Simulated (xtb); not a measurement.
## CH₉BSi₂ (charge +1): polarizability calculation

- system: CH₉BSi₂, charge +1, multiplicity 2
- method: PTB (xtb 6.7.1 later snapshot)

The geometry was optimised with GFN2-xTB.

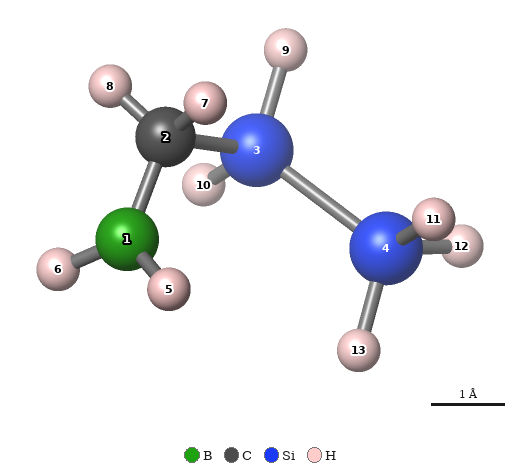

Figure 1. The structure (ball-and-stick view, seen at a tilt; atoms are numbered from 1 in the order of the input). Bond lengths as drawn: B–C 1.54 Å, B–H 1.17 Å, C–H 1.09 Å, C–Si 1.93 Å, H–Si 1.47 to 1.48 Å and Si–Si 2.31 Å.

Results in brief

```tsv
quantity	value
outcome	converged
electrons treated	23
hardware	1 thread of Arm Neoverse V1, 24 GiB of memory available, shared host
peak memory	0.072 GiB
```

Input file (struc.tmol)
```
$coord
     -3.022390169204      1.006468133976      1.920358585106  b
     -1.273562024430     -1.300471724445      2.231577580571  c
      1.922701845500     -0.429931590614      0.720042345266  si
      1.536763079068      0.482465976878     -3.533579983176  si
     -4.229698395705      1.252245913745      0.079179524622  h
     -3.093387179706      2.580780071140      3.475206343187  h
     -1.923023098942     -2.990548284004      1.250242804052  h
     -0.879591921968     -1.813967004290      4.184609530371  h
      3.572527238605     -2.619103716948      1.228000727566  h
      3.032386820403      1.660011016916      2.183332872609  h
      0.220171990780     -1.498590611351     -4.957261850947  h
      4.016442802541      0.767342190166     -4.739659887696  h
      0.159398398612      2.837726132306     -4.014061747624  h
$end
```

Launched with:
```bash
xtb struc.tmol --alpha --chrg 1 -u 1 --ptb > run.log
```

Log
```
* xtb version 6.7.1
   ID    Z sym.   atoms
    1    5 b      1
    2    6 c      2
    3   14 si     3, 4
    4    1 h      5-13

           -------------------------------------------------
          |                Calculation Setup                |
           -------------------------------------------------

          program call               : xtb struc.tmol --alpha --chrg 1 -u 1 --ptb
          coordinate file            : struc.tmol
          omp threads                :                     1

           -------------------------------------------------
          |                      P T B                      |
           -------------------------------------------------

                              @@@ @

          ...................................................
          :                      SETUP                      :
          :.................................................:
          :  # atomic orbitals                  97          :
          :  # shells                           47          :
          :  # electrons                        23          :
          :  # open shells                       1          :
          :  max. iterations                     2          :
          :  Hamiltonian                       PTB          :
          :  PC potential                    false          :
          :  electronic temp.          300.0000000     K    :
          :  -> integral cutoff          0.2500000E+02      :
          :  verbosity level                     2          :
          ...................................................

          --- Calculation progress: ---
              1st iteration...
              2nd iteration...
          --- Two-step SCF done. ---

           -------------------------------------------------
          |                Property Printout                |
           -------------------------------------------------

    * Orbital Energies and Occupations

         #    Occupation            Energy/Eh            Energy/eV
      -------------------------------------------------------------
         1        2.0000           -1.1003144             -29.9411
         2        2.0000           -0.9202457             -25.0412
         3        2.0000           -0.8745917             -23.7989
         4        2.0000           -0.7770927             -21.1458
         5        2.0000           -0.7231124             -19.6769
         6        2.0000           -0.6726540             -18.3038
         7        2.0000           -0.6130961             -16.6832
         8        2.0000           -0.5850895             -15.9211
         9        2.0000           -0.5412518             -14.7282
        10        2.0000           -0.4938885             -13.4394
        11        1.9980           -0.4874535             -13.2643
        12        1.0020           -0.4756554             -12.9432 (HOMO)
        13                         -0.2179727              -5.9313 (LUMO)
        14                          0.0137818               0.3750
        15                          0.0681478               1.8544
        16                          0.0742775               2.0212
        17                          0.0909060               2.4737
        18                          0.1108069               3.0152
        19                          0.1337771               3.6403
        20                          0.1543871               4.2011
        21                          0.1610140               4.3814
        22                          0.1805951               4.9142
        23                          0.2107827               5.7357
       ...                                ...                  ...
        97                        265.0357683            7211.9903
      -------------------------------------------------------------
                  HL-Gap            0.2576827 Eh            7.0119 eV
             Fermi-level            0.0000000 Eh            0.0000 eV

    * Atomic partial charges (q)     Shell populations (p)
    ------------------------------------------------------------------------------------
      #  sym   q                     1          2          3          4          5
    ------------------------------------------------------------------------------------
      1  b    -0.07634               0.57980    0.20551    1.69625    0.35567    0.23911
      2  c    -0.34919               0.57803    0.28979    2.27333    1.02270    0.18533
      3  si    0.62564               0.69005    0.18409    1.77625    0.46460    0.25936
      4  si    0.54251               0.70954    0.19662    1.84296    0.51169    0.19669
      5  h    -0.02681               0.74878    0.16452    0.11351
      6  h    -0.05018               0.76953    0.15717    0.12348
      7  h     0.03992               0.65978    0.12784    0.17246
      8  h     0.03855               0.66559    0.12463    0.17123
      9  h     0.06667               0.66649    0.19228    0.07456
     10  h     0.04341               0.68371    0.19760    0.07528
     11  h     0.07759               0.65297    0.19424    0.07520
     12  h    -0.03961               0.75354    0.21313    0.07294
     13  h     0.10784               0.62265    0.19298    0.07654
    ------------------------------------------------------------------------------------
      total:   1.00000

Wiberg/Mayer (AO) data.
largest (>0.10) Wiberg bond orders for each atom

 ---------------------------------------------------------------------------
     #   Z sym  total        # sym  WBO       # sym  WBO       # sym  WBO
 ---------------------------------------------------------------------------
     1   5      3.402 --     2      1.175     6      1.015     5      0.996
                             3      0.116
     2   6      4.088 --     1      1.175     8      1.032     7      1.022
                             3      0.742
     3  14      3.258 --     4      0.829    10      0.796     9      0.772
                             2      0.742     1      0.116
     4  14      3.323 --    12      0.963     3      0.829    11      0.769
                            13      0.703
     5   1      1.098 --     1      0.996
     6   1      1.116 --     1      1.015
     7   1      1.103 --     2      1.022
     8   1      1.090 --     2      1.032
     9   1      0.913 --     3      0.772
    10   1      0.939 --     3      0.796
    11   1      0.887 --     4      0.769
    12   1      1.017 --     4      0.963
    13   1      0.843 --     4      0.703
 ---------------------------------------------------------------------------

Topologies differ in total number of bonds
Writing topology from bond orders to xtbtopo.mol

 --------------------------------------
    Molecular dipole moment (a.u.)
    X        Y        Z
 --------------------------------------
    2.2538  -0.2318  -2.2565
 --------------------------------------
    Total dipole moment (a.u. / Debye):
    3.1977   8.1276

 --------------------------------------
    Molecular quadrupole tensor: (a.u.)
         X         Y         Z
    X   -5.3735
    Y    0.2900   -2.5362
    Z    2.6896   -4.8688    7.9097

 --------------------------------------
    Numerical polarizability tensor: (a.u.)
         X         Y         Z
    X  129.8962    4.8129  -68.1840
    Y    4.8129   54.2947    3.3567
    Z  -68.1840    3.3567   74.3698
 --------------------------------------
    Total isotropic dipole polarizability (a.u. / Å³):
   86.1869  12.7716

------------------------------------------------------------------------
------------------------------------------------------------------------
 total:
 *  cpu-time:     0 d,  0 h,  0 min,  0.042 sec
 * ratio c/w:     1.000 speedup
 SCF:
 *  cpu-time:     0 d,  0 h,  0 min,  0.041 sec
 * ratio c/w:     1.000 speedup
```

Standard error
```
normal termination of xtb
```
